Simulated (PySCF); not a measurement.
# B3LYP/STO-3G run of SiH2O (oxosilane)

What is the energy change on altering one bond length of SiH2O (oxosilane) at B3LYP/STO-3G? Input form: a Python script.

The calculation is run with PySCF 2.14.0.

18 further runs of the same task are left out: 8 that didn't finish, 10 set aside as unsound or not needed.

**1. The molecule**

SiH2O: 4 atoms, total charge 0, spin state singlet. SMILES: `O=[SiH2]`. Geometry: relaxed at PBE0-D4/def2-TZVP.

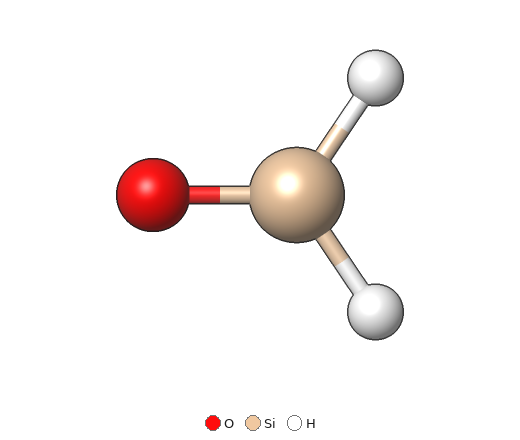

Viewed from a chosen angle; oxygen red, silicon light orange, hydrogen white.

**2. The energy at B3LYP/STO-3G**

The input, input.py:

```python
from pyscf import gto, dft

mol = gto.Mole()
mol.atom = '''
O     -0.535170     0.781402     2.776953
Si    -0.012661     0.018519     0.065951
H      0.831291    -2.543571    -0.710915
H     -0.283459     1.743650    -2.132178
'''
mol.charge = 0
mol.max_memory = 1860
mol.basis = 'sto-3g'
mol.unit = 'bohr'
mol.verbose = 3
mol.build()

mf = dft.RKS(mol)
mf.xc = 'b3lyp'
mf.grids.level = 5
mf.conv_tol = 1e-10
mf.kernel()
if not mf.converged:
    mf = mf.newton().run(mf.mo_coeff, mf.mo_occ)

e_final = mf.e_tot
print('E = %.10f Eh' % e_final)
```

Command:

```
$ OMP_NUM_THREADS=1 python input.py
```

Log:

```text
converged SCF energy = -361.434404050073
E = -361.4344040501 Eh
```

It took 1.9 s on 1 thread of Arm Neoverse V2, shared host; peak memory 0.18 GiB.

**3. The distorted shape, same level**

The input, job.py:

```python
from pyscf import gto, dft

molecule = gto.M(
    atom='''
O     -1.475685     2.154588     7.656747
Si    -0.012661     0.018519     0.065951
H      0.831291    -2.543571    -0.710915
H     -0.283459     1.743650    -2.132178
''',
    unit='bohr',
    basis='sto-3g',
    charge=0,
    spin=0,
    verbose=3,
    max_memory=1860,
)

myscf = dft.RKS(molecule, xc='b3lyp')
myscf.conv_tol = 1e-10
myscf.grids.level = 5
myscf.kernel()
if not myscf.converged:
    myscf = myscf.newton().run(myscf.mo_coeff, myscf.mo_occ)

e_final = myscf.e_tot
print(f'total energy: {e_final:.8f} hartree')
```

Command:

```
$ OMP_NUM_THREADS=1 python job.py
```

Log:

```text
converged SCF energy = -361.125689191116
total energy: -361.12568919 hartree
```

Run time: 3 s. Hardware: 1 thread of Arm Neoverse V2, shared host; peak memory 0.18 GiB.

**4. What came out**

Level: B3LYP/STO-3G.

```
                                                          quantity          value
                                         first shape: total energy  -361.43440 Eh
                                        first shape: dipole moment         1.68 D
                                          first shape: HOMO energy       -3.49 eV
                                          first shape: LUMO energy        2.53 eV
                                        first shape: HOMO–LUMO gap        6.02 eV
                                     distorted shape: total energy  -361.12569 Eh
                                    distorted shape: dipole moment         0.58 D
                                      distorted shape: HOMO energy       -2.34 eV
                                      distorted shape: LUMO energy       -2.04 eV
                                    distorted shape: HOMO–LUMO gap        0.30 eV
energy change with the O1–Si2 bond stretched from 1.516 to 4.244 Å       8.401 eV
```

One bond (distorted shape) is far stretched, which a spin-restricted single reference describes badly; a broken-symmetry solution may lie lower. With the O1–Si2 bond stretched from 1.516 to 4.244 Å the energy rises by 8.40 eV (811 kJ/mol). The first shape isn't relaxed at this level, so the change isn't measured from a minimum. A restricted reference can't describe the breaking bond well at this length. The minimal basis adds a large error of its own. Mulliken charges (first shape) run from -0.39 on O1 to +0.65 on Si2; they depend strongly on the basis. Mulliken charges (distorted shape) run from -0.18 on H3 to +0.36 on Si2; they depend strongly on the basis.
